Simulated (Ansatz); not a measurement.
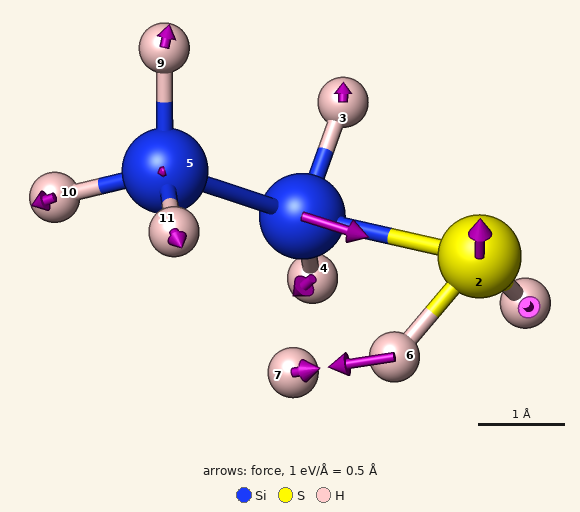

Starting geometry of Si$_{2}$H$_{8}$S with the computed forces as purple arrows. The picture is a ball-and-stick view, seen from a free direction.

The reaction that was planned forms Si1–H7, S2–H6 and breaks Si1–S2, H6–H7 (atoms numbered from 1 in input order).

Method: Ansatz 0.2.0, RKS PBE0-D4/def2-SVP. (held fixed: the distance between atoms 1 (Si) and 7 (H), the distance between atoms 2 (S) and 6 (H), the distance between atoms 1 (Si) and 2 (S), the distance between atoms 6 (H) and 7 (H), counting from 1; force threshold 0.04 eV/Å; at most 150 steps)

**Is this structure relaxed? If not, where do the atoms go?**

It isn't relaxed: the largest force vector, on a Si atom, is 1.71 eV/Å. The final displacements have little in common with the starting forces (cosine between the two patterns 0.10). After 9 geometry steps the energy has fallen by 6.42 kcal/mol. Largest force component: 1 eV/Å at the start, 0.011 eV/Å at the end. An H atom moves most after the best rigid fit: 0.54 Å. By element the largest moves are H 0.54 Å, Si 0.20 Å, S 0.17 Å. Some distances before and after: H–Si 1.460 → 1.492 Å, Si–Si 2.299 → 2.328 Å, H–S 1.324 → 1.352 Å, H–Si 1.501 → 1.518 Å. Among the angles between lasting bonds that change: H–Si–Si 139.2° → 123.3°, S–Si–H 101.7° → 113.6°, Si–Si–H 115.3° → 106.5°. Groups turn about Si–Si by about 25°.
